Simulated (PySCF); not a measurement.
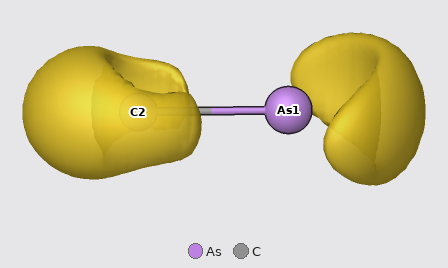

Figure. AsC (charge +1, triplet). Isosurface of the ELF at 0.85 (yellow), seen from one side. Only the valence region is drawn (cores and ρ < 0.01 e/Å³ removed).

⟨S²⟩ = 2.08, above the pure value of 2.00.

Level of theory: PySCF 2.14.0, PBE0/aug-cc-pVDZ(-PP), non-relativistic Hamiltonian with scalar-relativistic core potentials where named, at a bond length of 1.750 Å.

```yaml
atoms:
  - { symbol: As, position_ang: [0.0000, 0.0000, -0.2416] }
  - { symbol: C, position_ang: [0.0000, 0.0000, 1.5084] }
```

Q: What do the ELF domains correspond to?

A: The surface consists of one lobe on As, pointing away from the bonds (non-bonding electrons) and one lobe on C, pointing away from the bonds (non-bonding electrons).

Values along the shortest contacts:
C–As (1.75 Å): the ELF peaks at about 0.85 between the atoms (localised, covalent bonding).
